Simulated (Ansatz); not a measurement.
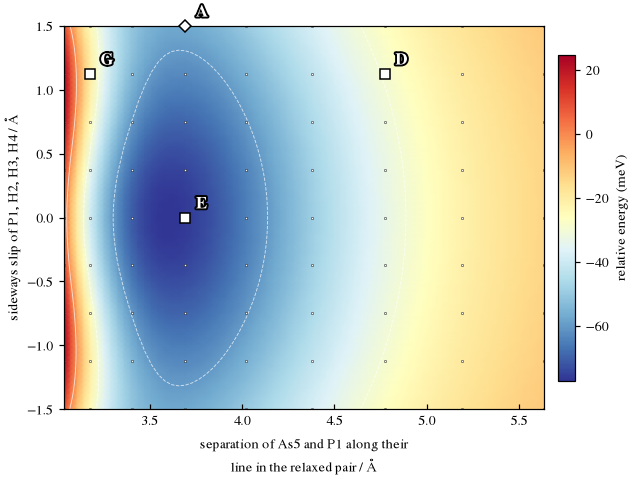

The pair H₃P···AsH₃. Coordinates scanned: (1) separation of As5 and P1 along their line in the relaxed pair; (2) sideways slip of P1, H2, H3, H4. Nothing is relaxed (both partners rigid). The scan uses a 9 × 9 grid. Points are written as (first, second). Energies: meV, counted from the two partners far apart, frozen as in the relaxed pair, each in its own basis (no counterpoise correction). All numbers below come from RKS PBE0-D4/def2-TZVPD (Ansatz 0.2.0).

Drawn: a smooth colour map with a few white contour lines, dots at the grid points, lettered points. Between grid points the surface is interpolated.

### Is G the lowest point of the computed grid?

No. G lies 57 meV above the lowest grid point, which is at (3.693 Å, 0.000 Å).

### What kind of point is each of D, E, G: minimum, saddle, maximum or slope?

D: on a slope; E: minimum; G: on a slope. (In these two coordinates alone; a stationary point may lie a little off the grid point.)

### Rank the lettered points by energy, lowest first.

E (−76 meV), A (−57 meV), D (−29 meV), G (−20 meV).
